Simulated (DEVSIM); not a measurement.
System: Si n-i-p diode, at 300 K.

| layer (left to right) | material | thickness (μm) | Nd (cm⁻³) | Na (cm⁻³) | τn (s) | τp (s) |
|---|---|---|---|---|---|---|
| 1 | Si | 0.110 | 1e17 | - | 0.00087 | 0.00087 |
| 2 | Si | 0.320 | - | 5.8e11 | 0.00087 | 0.00087 |
| 3 | Si | 3.20 | - | 5.2e17 | 0.00087 | 0.00087 |

Left contact: ohmic. Right contact: ohmic. Voltage is applied to the left contact. Recombination: SRH at mid-gap, Auger. Mobility is μmin + (μ − μmin)/(1 + (N/Nref)^α).

Constants are typed, rounded textbook-type inputs, not results; the design itself was drawn at random and stands for no fabricated device. Values at 300 K.

| parameter | Si |
|---|---|
| gap (eV) | 1.124 |
| affinity (eV) | 4.05 |
| permittivity | 11.7 |
| Nc (cm⁻³) | 2.86e19 |
| Nv (cm⁻³) | 3.1e19 |
| μn (cm²/Vs) | 1417 |
| μp (cm²/Vs) | 470 |
| μn,min | 52 |
| μp,min | 45 |
| Nref,n | 9.7e16 |
| Nref,p | 2.2e17 |
| αn | 0.68 |
| αp | 0.72 |
| Cn (cm⁶/s) | 2.8e-31 |
| Cp (cm⁶/s) | 9.9e-32 |

Simulated with DEVSIM: 1D drift-diffusion, Boltzmann statistics, complete ionisation; no tunnelling, impact ionisation, image-force lowering or self-heating.

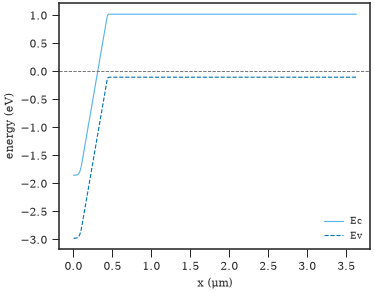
Figure. Band edges at 2.0 V on the left contact

Energies count from the Fermi level of the right contact; mesh points crowd at the junctions.

| x (μm) | Ec (eV) | Ev (eV) | n (cm⁻³) | p (cm⁻³) | field (V/cm) |
|---|---|---|---|---|---|
| 0.000 | -1.854 | -2.978 | 1.0e17 | 1200 | 300 |
| 0.02047 | -1.853 | -2.977 | 9.7e16 | 790 | 750 |
| 0.05047 | -1.845 | -2.969 | 7.0e16 | 330 | 6600 |
| 0.08172 | -1.785 | -2.909 | 6.9e15 | 120 | 37000 |
| 0.1100 | -1.619 | -2.743 | 1.1e13 | < 1e2 | 80000 |
| 0.1327 | -1.436 | -2.560 | 9.5e9 | < 1e2 | 80000 |
| 0.1736 | -1.107 | -2.231 | 28000 | < 1e2 | 80000 |
| 0.2826 | -0.231 | -1.355 | < 1e2 | < 1e2 | 80000 |
| 0.3607 | 0.397 | -0.727 | < 1e2 | 1.9e7 | 80000 |
| 0.4060 | 0.761 | -0.363 | < 1e2 | 2.5e13 | 80000 |
| 0.4293 | 0.949 | -0.175 | < 1e2 | 3.6e16 | 82000 |
| 0.4647 | 1.018 | -0.106 | < 1e2 | 5.2e17 | 380 |
| 0.5225 | 1.018 | -0.106 | < 1e2 | 5.2e17 | ≈ 0 |
| 0.6372 | 1.018 | -0.106 | < 1e2 | 5.2e17 | ≈ 0 |
| 0.9893 | 1.018 | -0.106 | < 1e2 | 5.2e17 | ≈ 0 |
| 1.562 | 1.018 | -0.106 | < 1e2 | 5.2e17 | ≈ 0 |
| 2.477 | 1.018 | -0.106 | 140 | 5.2e17 | ≈ 0 |
| 3.060 | 1.018 | -0.106 | 180 | 5.2e17 | ≈ 0 |
| 3.418 | 1.018 | -0.106 | 210 | 5.2e17 | ≈ 0 |
| 3.535 | 1.018 | -0.106 | 220 | 5.2e17 | ≈ 0 |
| 3.594 | 1.018 | -0.106 | 220 | 5.2e17 | ≈ 0 |
| 3.630 | 1.018 | -0.106 | 220 | 5.2e17 | ≈ 0 |
